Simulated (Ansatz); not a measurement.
**Geometry relaxation of CH6FOPSi (part 2 of 2)**

Continued. System: CH6FOPSi. Method: RKS PBE0-D4/def2-SVP (Ansatz 0.2.0). It belongs to a series of runs on one base structure; here: end point A relaxed.

Geometry of the input (Å):
```
C  -1.4889  0.8654  -0.4982
O  -0.6378  -0.1770  -0.3732
Si 0.8719  0.1577  0.1449
F  0.8734  1.1141  1.4408
P  1.8524  -1.7600  0.7016
H  -2.4875  0.5315  -0.8853
H  -1.7044  1.3946  0.4590
H  -1.1323  1.6634  -1.2417
H  1.6738  0.8560  -0.8681
H  1.4625  -2.4747  -0.4068
H  0.7823  -2.2280  1.5476
```

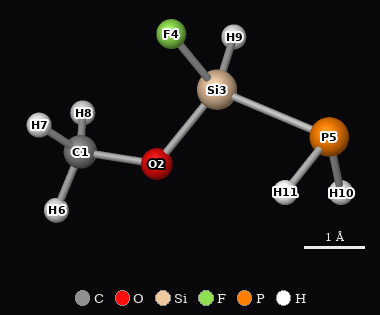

**Figure 1.** The geometry at step 5 of the log (ball-and-stick view, seen at a tilt; atoms are numbered from 1 in the order of the input).

Trajectory as extended XYZ (Å, eV, eV/Å), 9 frames, from step=1 to step=9:
```
11
Properties=species:S:1:pos:R:3:forces:R:3 step=1 energy=-23044.62454
C    -1.4889    0.8654   -0.4982   -2.2666   2.4350  -1.1612
O    -0.6378   -0.1770   -0.3732    0.5192  -1.0241   0.2608
Si    0.8719    0.1577    0.1449    1.1403  -0.9233   0.0106
F     0.8734    1.1141    1.4408   -0.2576   0.2506   0.3427
P     1.8524   -1.7600    0.7016    0.5889   0.2332   1.4556
H    -2.4875    0.5315   -0.8853    0.5859   0.0231   0.1710
H    -1.7044    1.3946    0.4590    0.1912  -0.1743  -0.1833
H    -1.1323    1.6634   -1.2417   -0.2371  -0.7570   0.7065
H     1.6738    0.8560   -0.8681    0.0432   0.2782  -0.3202
H     1.4625   -2.4747   -0.4068   -0.4716  -0.5059  -1.0303
H     0.7823   -2.2280    1.5476    0.1643   0.1644  -0.2521
11
Properties=species:S:1:pos:R:3:forces:R:3 step=2 energy=-23044.80441
C    -1.5171    0.8969   -0.5184   -0.9799   1.0975  -0.5097
O    -0.6612   -0.1762   -0.3498    0.2857  -0.4763   0.2777
Si    0.8806    0.0856    0.1616    0.7491  -0.1732  -0.0483
F     0.8843    1.0458    1.4612   -0.2272   0.2504   0.3221
P     1.9412   -1.7988    0.7534   -0.1896   0.1753   0.0344
H    -2.4970    0.5521   -0.9041    0.2493  -0.0824   0.0776
H    -1.7197    1.4448    0.4238    0.1112  -0.1402  -0.0516
H    -1.1394    1.6515   -1.2563   -0.0249  -0.3384   0.2616
H     1.6372    0.8368   -0.8719    0.0084   0.0151  -0.1401
H     1.4300   -2.3858   -0.4346   -0.0354  -0.2920  -0.1384
H     0.8266   -2.2096    1.5557    0.0533  -0.0357  -0.0852
11
Properties=species:S:1:pos:R:3:forces:R:3 step=3 energy=-23044.85573
C    -1.5304    0.9092   -0.5212   -0.2270   0.1682  -0.0591
O    -0.6444   -0.1592   -0.2974   -0.0033   0.0829   0.1650
Si    0.9097    0.1180    0.1919    0.1075  -0.0950  -0.3458
F     0.8840    1.0981    1.4843   -0.0142   0.0039   0.1573
P     1.9321   -1.8066    0.7357   -0.1916  -0.1637  -0.1860
H    -2.4881    0.5196   -0.8971    0.0351  -0.0957   0.0168
H    -1.7347    1.4808    0.4015    0.0305  -0.0769   0.0144
H    -1.1486    1.6239   -1.2727    0.0792  -0.0293  -0.0453
H     1.6359    0.8718   -0.8731    0.0241  -0.0413   0.0549
H     1.4385   -2.4763   -0.4445    0.1301   0.2132   0.1835
H     0.8116   -2.2362    1.5131    0.0297   0.0337   0.0441
11
Properties=species:S:1:pos:R:3:forces:R:3 step=4 energy=-23044.86819
C    -1.5535    0.9188   -0.5266    0.0235  -0.2309   0.0013
O    -0.6660   -0.1280   -0.1982    0.2595   0.1794  -0.0052
Si    0.9212    0.1310    0.1963   -0.0443  -0.1530   0.3642
F     0.9634    1.0756    1.5262   -0.0034  -0.0458  -0.1459
P     1.9168   -1.8182    0.7245   -0.0579   0.0853  -0.1072
H    -2.4856    0.4650   -0.8923   -0.0368   0.0721  -0.0297
H    -1.7863    1.5389    0.3548    0.0047   0.0309  -0.0098
H    -1.1397    1.5644   -1.3207   -0.0507   0.0609  -0.0191
H     1.6629    0.8770   -0.8600   -0.1001  -0.0154  -0.0483
H     1.4364   -2.4258   -0.4783    0.0224  -0.0167   0.0133
H     0.7959   -2.2555    1.4948   -0.0169   0.0331  -0.0136
11
Properties=species:S:1:pos:R:3:forces:R:3 step=5 energy=-23044.87441
C    -1.5488    0.9163   -0.5266    0.0191  -0.1225  -0.0002
O    -0.6596   -0.1318   -0.2089    0.1132   0.1355   0.0111
Si    0.9208    0.1231    0.2062   -0.0438  -0.0270   0.0942
F     0.9526    1.0815    1.5231    0.0103  -0.0504  -0.0519
P     1.9203   -1.8187    0.7236   -0.0384   0.0372  -0.0217
H    -2.4868    0.4744   -0.8933   -0.0052   0.0183  -0.0076
H    -1.7758    1.5324    0.3596    0.0001   0.0101  -0.0088
H    -1.1435    1.5741   -1.3169   -0.0145   0.0039   0.0033
H     1.6473    0.8675   -0.8614   -0.0371  -0.0059  -0.0230
H     1.4450   -2.4326   -0.4776    0.0012   0.0104   0.0124
H     0.7938   -2.2431    1.4930   -0.0048  -0.0097  -0.0078
11
Properties=species:S:1:pos:R:3:forces:R:3 step=6 energy=-23044.87675
C    -1.5556    0.9129   -0.5357    0.0571  -0.0869   0.0528
O    -0.6549   -0.1113   -0.1882    0.1525   0.0156   0.0463
Si    0.9278    0.1308    0.2248   -0.0725  -0.0326   0.0085
F     0.9885    1.0709    1.5516   -0.0258  -0.0179  -0.0139
P     1.9142   -1.8228    0.7158   -0.0102   0.0238  -0.0124
H    -2.4956    0.4540   -0.8748   -0.0013   0.0019  -0.0038
H    -1.7725    1.5593    0.3298   -0.0446   0.0491   0.0093
H    -1.1612    1.5413   -1.3517   -0.0076   0.0570  -0.0603
H     1.6499    0.8808   -0.8416   -0.0279  -0.0068  -0.0253
H     1.4369   -2.4213   -0.4916   -0.0069   0.0066   0.0054
H     0.7879   -2.2518    1.4822   -0.0127  -0.0097  -0.0065
11
Properties=species:S:1:pos:R:3:forces:R:3 step=7 energy=-23044.87726
C    -1.5515    0.9127   -0.5327   -0.0341  -0.0677  -0.0442
O    -0.6408   -0.0906   -0.1572   -0.1789  -0.0283  -0.0447
Si    0.9388    0.1333    0.2338    0.0676   0.0600   0.0653
F     1.0050    1.0716    1.5600    0.0527   0.0135   0.0288
P     1.9078   -1.8291    0.7168    0.0198  -0.0036  -0.0084
H    -2.4807    0.4274   -0.8673    0.0075   0.0306  -0.0094
H    -1.7956    1.5809    0.3094    0.0233  -0.0054   0.0474
H    -1.1677    1.5323   -1.3632    0.0172  -0.0110  -0.0115
H     1.6403    0.8817   -0.8463    0.0361  -0.0103  -0.0122
H     1.4366   -2.4127   -0.5000   -0.0007   0.0071  -0.0064
H     0.7730   -2.2645    1.4673   -0.0103   0.0151  -0.0046
11
Properties=species:S:1:pos:R:3:forces:R:3 step=8 energy=-23044.87894
C    -1.5543    0.9087   -0.5332   -0.0064   0.0356   0.0251
O    -0.6560   -0.0977   -0.1381    0.0168   0.0012   0.0023
Si    0.9298    0.1367    0.2463    0.0370  -0.0442  -0.0237
F     1.0212    1.0835    1.5650   -0.0107   0.0037  -0.0049
P     1.9070   -1.8233    0.7194   -0.0063  -0.0045   0.0250
H    -2.4888    0.4365   -0.8687   -0.0035  -0.0202  -0.0032
H    -1.7909    1.5865    0.3050   -0.0046   0.0037  -0.0173
H    -1.1574    1.5143   -1.3683    0.0071  -0.0050   0.0046
H     1.6375    0.8616   -0.8466   -0.0201   0.0293  -0.0049
H     1.4546   -2.3956   -0.5099   -0.0083   0.0123  -0.0038
H     0.7625   -2.2682    1.4496   -0.0010  -0.0120   0.0008
11
Properties=species:S:1:pos:R:3:forces:R:3 step=9 energy=-23044.87959
C    -1.5530    0.9070   -0.5310    0.0117  -0.0060  -0.0007
O    -0.6559   -0.0943   -0.1191   -0.0091   0.0091   0.0011
Si    0.9340    0.1370    0.2490   -0.0012   0.0095  -0.0010
F     1.0391    1.0886    1.5638   -0.0020  -0.0065  -0.0064
P     1.9033   -1.8270    0.7212    0.0069  -0.0045   0.0008
H    -2.4789    0.4268   -0.8800   -0.0003  -0.0013  -0.0001
H    -1.8066    1.5871    0.2997   -0.0014   0.0015  -0.0003
H    -1.1453    1.5114   -1.3621    0.0001  -0.0048   0.0058
H     1.6235    0.8663   -0.8534    0.0000  -0.0014   0.0020
H     1.4495   -2.3873   -0.5133   -0.0014   0.0018   0.0019
H     0.7555   -2.2728    1.4458   -0.0033   0.0025  -0.0030
```

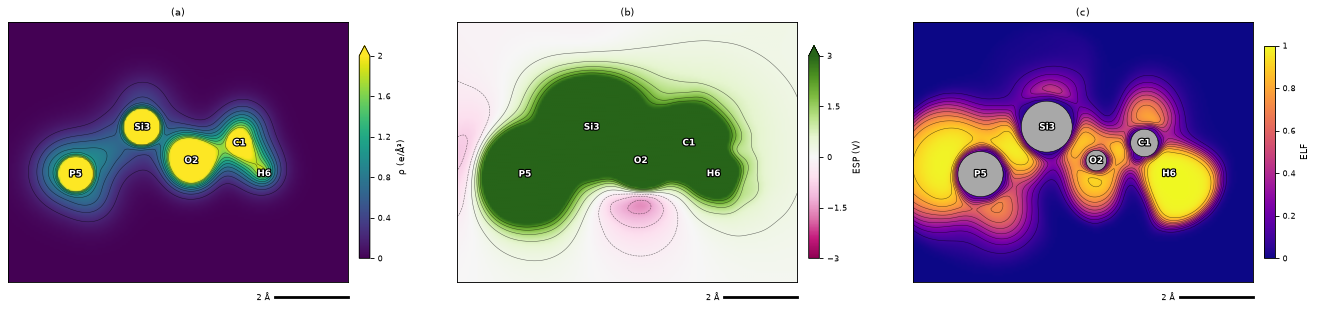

**Figure 2.** (a) total electron density; (b) electrostatic potential; (c) electron localisation function on the plane of atoms C1, O2 and Si3. Grey discs, where drawn, cover atomic cores. Si–P (2.24 Å): ρ is about 0.77 e/Å³ halfway; the ELF peaks at about 1 between the atoms, which marks localised, shared-pair bonding.

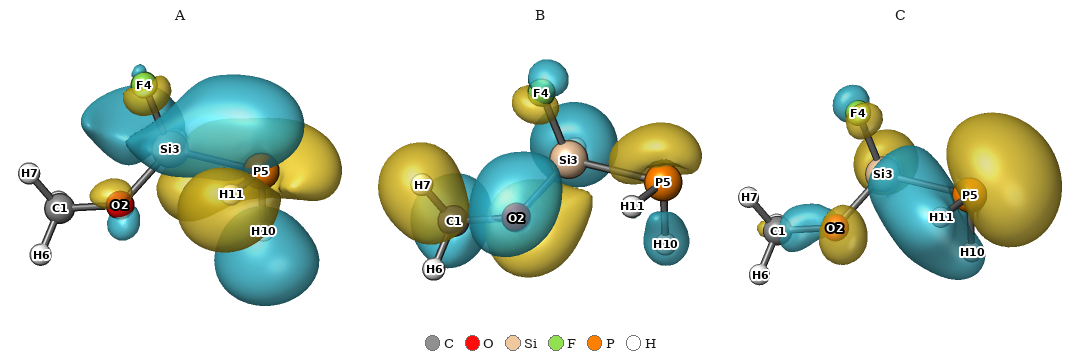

**Figure 3.** Three frontier orbitals at ±0.08 Å⁻³ᐟ² (yellow and cyan are the two phases). B is the HOMO−1 (−8.57 eV). It lies mainly on O2 (50 %), C1 (10 %) and Si3 (10 %). C is the HOMO (−7.80 eV). A is the LUMO (0.56 eV). By Hirshfeld shares it lies mainly on P5 (40 %), Si3 (20 %), H10 (15 %) and H11 (10 %). The HOMO–LUMO gap is 8.36 eV between the orbital energies.

Results in brief:

| quantity | value |
| --- | --- |
| outcome | converged |
| total energy | −23044.8796 eV |
| mean-field energy | −23044.6777 eV |
| largest force (length of the vector) at the end | 0.013 eV/Å |
| hardware | 2 threads of Intel Xeon (Granite Rapids), 16 GiB of memory available, shared host |
| wall time | 16 s (CPU time 30 s) |
| peak memory | 0.25 GiB |
